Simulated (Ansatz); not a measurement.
System: OH (charge −1).

```csv
atom,x (Å),y (Å),z (Å)
O,0.5176,-0.1754,-0.7475
H,-0.3571,0.1201,-1.0234
```

Geometry: PBE0-D4/def2-TZVP; the highest occupied orbital lies above zero, a sign that basis and functional describe the outermost electron poorly.

These are results of RKS PBE0-D4/def2-TZVPPD (Ansatz 0.2.0), not measurements.

Q: What can the converged electron density and electron localisation function tell about the bonding?

A: O–H (0.96 Å): ρ is about 3.6 e/Å³ halfway; the ELF climbs to about 1 towards the hydrogen, as it does in any bond to H; a covalent bond by its length.

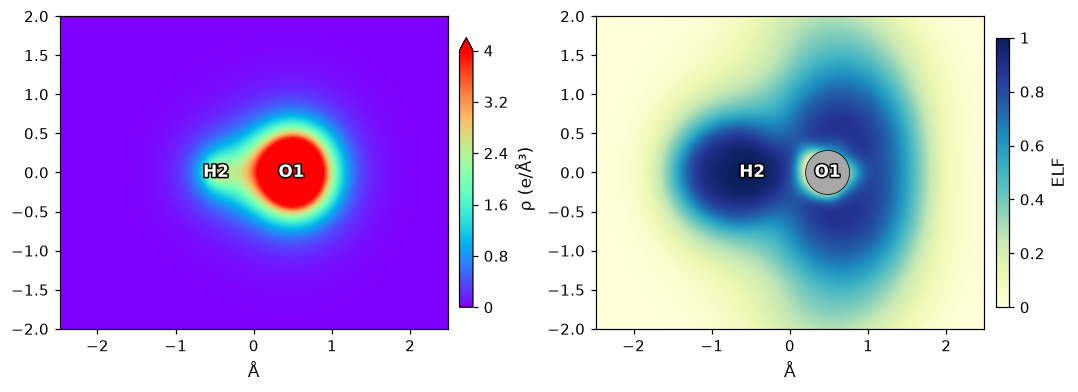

Computed electron density and electron localisation function on a plane that holds the molecular axis, in this order. Grey discs cover the atomic cores in the ELF map. 
